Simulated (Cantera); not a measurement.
A closed system holds: 1 mol SO₂, 1.1 mol H₂, 7.5 mol O₂, at 200000 Pa.

Method: chemical equilibrium by Gibbs-energy minimisation in Cantera with the NASA 1993 tables (ideal gas, pure condensed phases). Candidate condensed phases: H₂O, H₂SO₄, S; 19 gas species. Equilibrium is a limit: real reactors are often held back by kinetics, nucleation or transport.

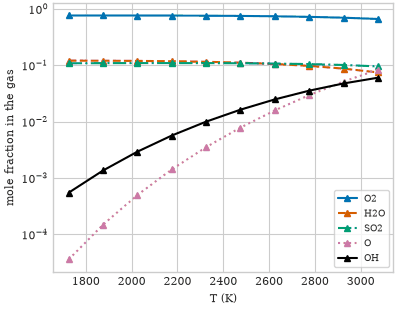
*Equilibrium gas composition (values under 1e-9 drawn at 1e-9)*

From 1725 K to 3075 K nothing is condensed.
